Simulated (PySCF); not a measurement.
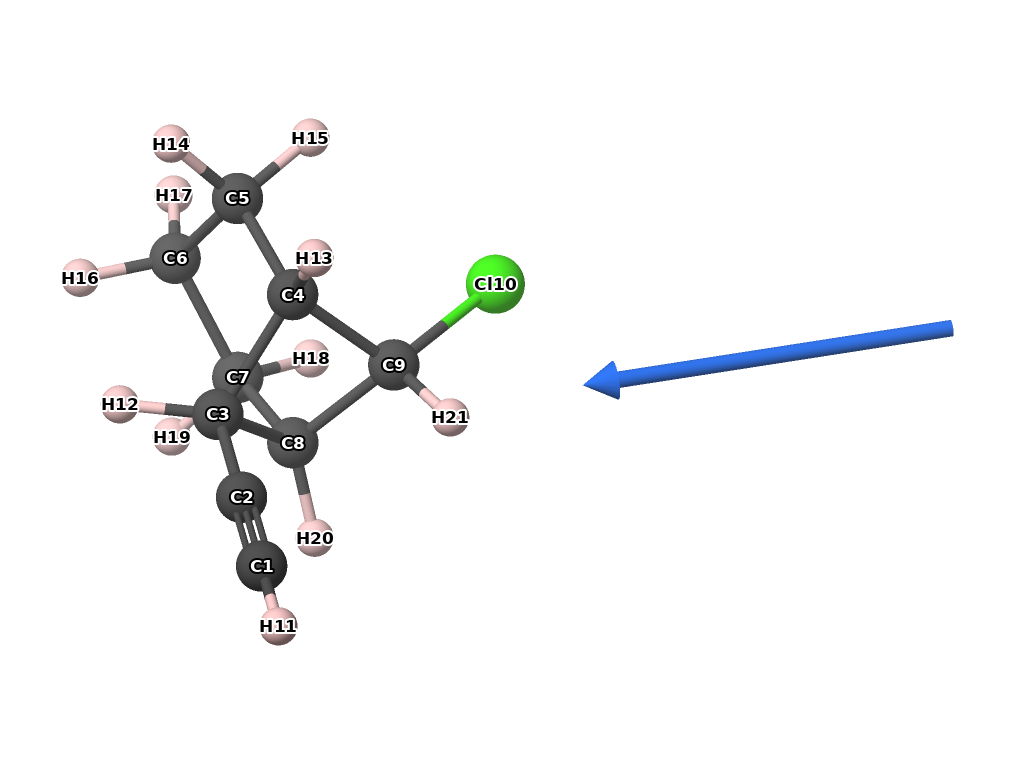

The arrow beside the molecule shows the direction of the dipole moment, from the negative to the positive end (its length means nothing). The computed structure is the end point of a GFN2-xTB optimisation. No frequency run is at hand to confirm it as a minimum. Method: PBE0/pcSseg-1, gas phase (PySCF 2.14.0).

Estimate the dipole moment.

Answer. 1.55 D; it points from the side of Cl10 to the side of H12, H16 (the outermost atoms at the two ends).
